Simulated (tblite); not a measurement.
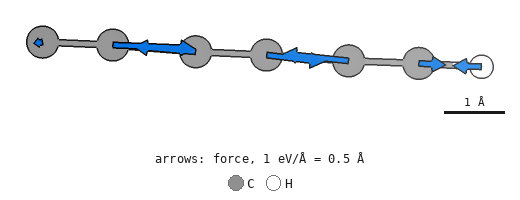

Starting geometry of C6H (multiplicity 2) with the computed forces as blue arrows. The picture is a ball-and-stick view, seen at a tilt.

All numbers below come from GFN2-xTB geometry optimisation, gas phase (tblite). 

> Is this structure relaxed? If not, where do the atoms go?

It isn't relaxed: the largest force vector, on a C atom, is 2.83 eV/Å. The final displacements have little in common with the starting forces (cosine between the two patterns 0.25). The largest move after the best rigid fit is that of a C atom, 0.23 Å. By element the largest moves are C 0.23 Å, H 0.09 Å. Among the contacts that change: C–C 1.423 → 1.343 Å, C–H 1.077 → 1.049 Å, C–C 1.201 → 1.229 Å, C–C 1.204 → 1.211 Å. Among the angles between lasting bonds that change: C–C–C 177.8° → 157.6°. Over 34 geometry steps the energy falls by 6.24 kcal/mol.
